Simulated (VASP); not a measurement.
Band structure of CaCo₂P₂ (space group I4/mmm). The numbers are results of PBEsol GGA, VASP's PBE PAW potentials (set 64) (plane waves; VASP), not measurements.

The run has a spin-polarised start.

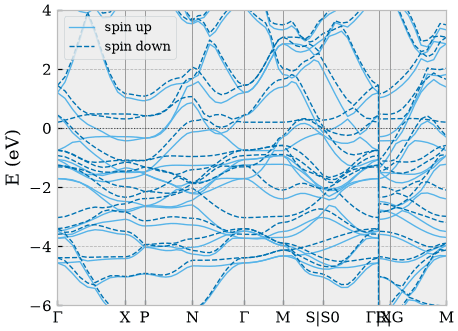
Figure. Bands along high-symmetry lines, zero at the valence-band maximum or, without a gap, the Fermi level

Problem. Read the plot: is there a gap, and where are the band edges?

Solution. It has no gap at this level: it comes out as a metal or semimetal. (Edges off the drawn lines would not show.)

The structure comes from a computed database's CaCo2P2 entry (I4/mmm); how it stands against other phases isn't given here. It was relaxed first.
